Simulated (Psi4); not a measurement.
**r2SCAN/6-31G(d) (spherical functions) run of Si2NH6Cl (SMILES N[SiH]([SiH3])Cl)**

Aim: the energy change on altering one bond length of Si2NH6Cl at r2SCAN/6-31G* (spherical functions), from 2 runs. 

Program for the calculation: Psi4 1.11.

### Step 1. The system as given

The species is Si2NH6Cl (10 atoms), meant as a singlet with charge 0. As SMILES, `N[SiH]([SiH3])Cl`. The coordinates come from a PBE0-D4/def2-TZVP relaxation. This is one conformer, not always the lowest.

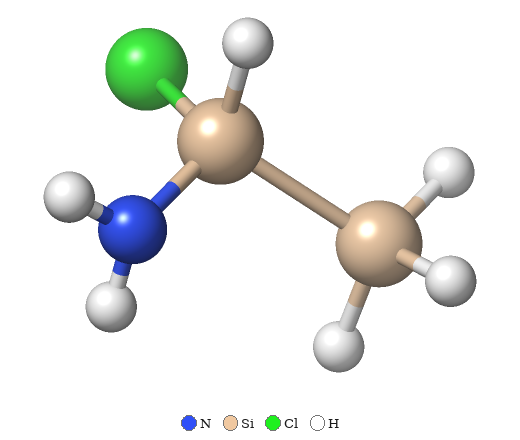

Viewed from a chosen angle; nitrogen blue, silicon light orange, chlorine green, hydrogen white.

### Step 2. The energy at r2SCAN/6-31G(d) (spherical functions)

Input file input.dat:

```
memory 2200 MB

molecule molecule1 {
  0 1
  N     -0.500400     1.640400    -0.476600
  Si    -0.088700     0.024400    -0.834700
  Si     0.678000    -1.030800     1.103600
  Cl    -1.669600    -1.135800    -1.538400
  H     -1.066800     1.857300     0.327900
  H     -0.657600     2.302300    -1.220500
  H      0.889100     0.060000    -1.948200
  H      0.872200    -2.482600     0.855100
  H     -0.336100    -0.853800     2.179500
  H      1.962900    -0.432600     1.555400
  symmetry c1
}

set {
  basis                6-31G*
  puream               true
  e_convergence        1e-09
  d_convergence        1e-08
  scf_type             pk
  dft_radial_points    99
  dft_spherical_points 590
}

e_tot, wfn = energy("r2scan", return_wfn=True)
oeprop(wfn, "WIBERG_LOWDIN_INDICES", "DIPOLE", "MULLIKEN_CHARGES")
```

On the command line:

```
$ psi4 -i input.dat -o output.dat -n 1
```

output.dat:

```text
[...]
  Running in c1 symmetry.
[...]
  Nuclear repulsion =  274.285791659090762
[...]
  Multiplicity = 1
[...]
  Nalpha       = 29
  Nbeta        = 29
[...]
    Number of basis functions: 80
[...]
   @RKS iter   1: -1097.15920129090000   -1.23018e-01   9.53708e-03 DIIS/ADIIS
[...]
   @RKS iter  12: -1097.43697061729608   -4.54747e-13   3.52069e-09 DIIS
[...]
    Orbital Energies [Eh]
    ---------------------
    Doubly Occupied:
       1A   -101.167801     2A    -65.861715     3A    -65.812157
       4A    -14.171407     5A     -9.346168     6A     -7.088911
       7A     -7.083135     8A     -7.082900     9A     -5.238115
      10A     -5.199013    11A     -3.581645    12A     -3.578976
      13A     -3.578150    14A     -3.540015    15A     -3.539903
      16A     -3.539816    17A     -0.836345    18A     -0.773587
      19A     -0.533609    20A     -0.487198    21A     -0.473694
      22A     -0.392794    23A     -0.357674    24A     -0.330358
      25A     -0.327851    26A     -0.316607    27A     -0.290098
      28A     -0.260600    29A     -0.247485
[...]
  @RKS Final Energy: -1097.43697061729608
   => Energetics <=
    Nuclear Repulsion Energy =            274.2857916590907621
    One-Electron Energy =               -2062.9043378304127145
    Two-Electron Energy =                 770.3989615465575298
    DFT Exchange-Correlation Energy =     -79.2173859925318311
    Empirical Dispersion Energy =           0.0000000000000000
    VV10 Nonlocal Energy =                  0.0000000000000000
    Total Energy =                      -1097.4369706172960832
[...]
 Multipole Moments:
 ------------------------------------------------------------------------------------
     Multipole            Electronic (a.u.)      Nuclear  (a.u.)        Total (a.u.)
 ------------------------------------------------------------------------------------
 L = 1.  Multiply by 2.5417464519 to convert [e a0] to [Debye]
 Dipole X            :         -4.9787312            5.1239089            0.1451777
 Dipole Y            :         -2.4583999            3.3380572            0.8796573
 Dipole Z            :         -4.9634281            5.2462556            0.2828275
 Magnitude           :                                                    0.9353421
[...]
  Mulliken Charges: (a.u.)
   Center  Symbol    Alpha    Beta     Spin     Total
       1     N     3.95121  3.95121  0.00000 -0.90243
       2    SI     6.72873  6.72873  0.00000  0.54254
       3    SI     6.94757  6.94757  0.00000  0.10486
       4    CL     8.64532  8.64532  0.00000 -0.29064
       5     H     0.31848  0.31848  0.00000  0.36304
       6     H     0.31657  0.31657  0.00000  0.36686
       7     H     0.52993  0.52993  0.00000 -0.05986
       8     H     0.51840  0.51840  0.00000 -0.03681
       9     H     0.52174  0.52174  0.00000 -0.04348
      10     H     0.52204  0.52204  0.00000 -0.04409
[...]
```

Wall time 26 s (1 thread of Intel Xeon 6975P-C (Granite Rapids), shared host); peak memory 1.5 GiB.

### Step 3. The distorted shape at the same level

Input file input.json:

```json
{
 "schema_name": "qcschema_input",
 "schema_version": 1,
 "molecule": {
  "schema_name": "qcschema_molecule",
  "schema_version": 2,
  "symbols": ["N", "Si", "Si", "Cl", "H", "H", "H", "H", "H", "H"],
  "geometry": [-1.12911325, 4.47167405, -0.66584311, -0.351113, 1.41787663, -1.34255404, 1.09774002, -0.57616238, 2.32030211, -3.33858103, -0.77458362, -2.67235431, -2.19945413, 4.88155564, 0.85444156, -1.4261782, 5.72248377, -2.07161037, 1.4966612, 1.48515088, -3.44676408, 1.64821913, -4.69143408, 1.61590481, -0.81863125, -0.24168085, 4.35345845, 3.52584911, 0.55427179, 3.17408037],
  "molecular_charge": 0,
  "molecular_multiplicity": 1,
  "fix_symmetry": "c1",
  "fix_com": true,
  "fix_orientation": true
 },
 "driver": "energy",
 "model": {
  "method": "r2scan",
  "basis": "6-31G*"
 },
 "keywords": {
  "reference": "rks",
  "puream": true,
  "e_convergence": 1e-09,
  "d_convergence": 1e-08,
  "scf_type": "pk",
  "dft_radial_points": 99,
  "dft_spherical_points": 590
 }
}
```

On the command line:

```
$ psi4 --qcschema input.json -n 1 --memory 2200MB
```

stdout:

```text
[...]
  Running in c1 symmetry.
[...]
  Nuclear repulsion =  271.850120522503232
[...]
  Multiplicity = 1
[...]
  Nalpha       = 29
  Nbeta        = 29
[...]
    Number of basis functions: 80
[...]
   @RKS iter   1: -1097.06378700342657   -1.50554e-01   9.72464e-03 DIIS/ADIIS
[...]
   @RKS iter  13: -1097.36571782098554    2.27374e-13   4.53350e-09 DIIS
[...]
    Orbital Energies [Eh]
    ---------------------
    Doubly Occupied:
       1A   -101.170724     2A    -65.870125     3A    -65.850981
       4A    -14.178218     5A     -9.349059     6A     -7.091884
       7A     -7.085963     8A     -7.085775     9A     -5.246152
      10A     -5.230463    11A     -3.589580    12A     -3.587028
      13A     -3.586352    14A     -3.573521    15A     -3.570815
      16A     -3.570628    17A     -0.842850    18A     -0.776542
      19A     -0.535648    20A     -0.490939    21A     -0.474741
      22A     -0.397780    23A     -0.363048    24A     -0.337979
      25A     -0.325364    26A     -0.293217    27A     -0.272708
      28A     -0.264383    29A     -0.250661
[...]
  @RKS Final Energy: -1097.36571782098554
   => Energetics <=
    Nuclear Repulsion Energy =            271.8501205225032322
    One-Electron Energy =               -2057.5214265037448058
    Two-Electron Energy =                 767.3973223619439068
    DFT Exchange-Correlation Energy =     -79.0917342016878138
    Empirical Dispersion Energy =           0.0000000000000000
    VV10 Nonlocal Energy =                  0.0000000000000000
    Total Energy =                      -1097.3657178209855374
[...]
 Multipole Moments:
 ------------------------------------------------------------------------------------
     Multipole            Electronic (a.u.)      Nuclear  (a.u.)        Total (a.u.)
 ------------------------------------------------------------------------------------
 L = 1.  Multiply by 2.5417464519 to convert [e a0] to [Debye]
 Dipole X            :         52.0293565          -51.9804261            0.0489303
 Dipole Y            :        -36.3316008           37.6281435            1.2965427
 Dipole Z            :         32.2090174          -31.9229413            0.2860761
 Magnitude           :                                                    1.3286296
[...]
```

The result, in JSON:

```text
{
 "driver": "energy",
 "model": {
  "method": "r2scan",
  "basis": "6-31G*"
 },
 "success": true,
 "return_result": -1097.3657178209855,
 "properties": {
  "calcinfo_nbasis": 80,
  "calcinfo_nmo": 80,
  "calcinfo_nalpha": 29,
  "calcinfo_nbeta": 29,
  "calcinfo_natom": 10,
  "nuclear_repulsion_energy": 271.85012052250323,
  "return_energy": -1097.3657178209855,
  "scf_one_electron_energy": -2057.521426503745,
  "scf_two_electron_energy": 767.3973223619439,
  "scf_xc_energy": -79.09173420168781,
  "scf_dipole_moment": [0.048930341791631804, 1.2965426680074188, 0.28607610599643607],
  "scf_total_energy": -1097.3657178209855,
  "scf_iterations": 13
 }
}
```

Wall time 28 s (1 thread of Intel Xeon 6975P-C (Granite Rapids), shared host); peak memory 1.5 GiB.

### Step 4. Outcome

Level: r2SCAN/6-31G* (spherical functions).

```
                                                          quantity           value
                                         first shape: total energy  -1097.43697 Eh
                                        first shape: dipole moment          2.38 D
                                          first shape: HOMO energy        -6.73 eV
                                          first shape: LUMO energy        -0.33 eV
                                        first shape: HOMO–LUMO gap         6.40 eV
                                     distorted shape: total energy  -1097.36572 Eh
                                    distorted shape: dipole moment          3.38 D
                                      distorted shape: HOMO energy        -6.82 eV
                                      distorted shape: LUMO energy        -2.27 eV
                                    distorted shape: HOMO–LUMO gap         4.55 eV
energy change with the Si3–H8 bond stretched from 1.486 to 2.228 Å        1.939 eV
```

In words: With the Si3–H8 bond stretched from 1.486 to 2.228 Å the energy rises by 1.94 eV (187 kJ/mol). The first shape isn't relaxed at this level, so the change isn't measured from a minimum. Mulliken charges (first shape) run from -0.90 on N1 to +0.54 on Si2; they depend strongly on the basis.
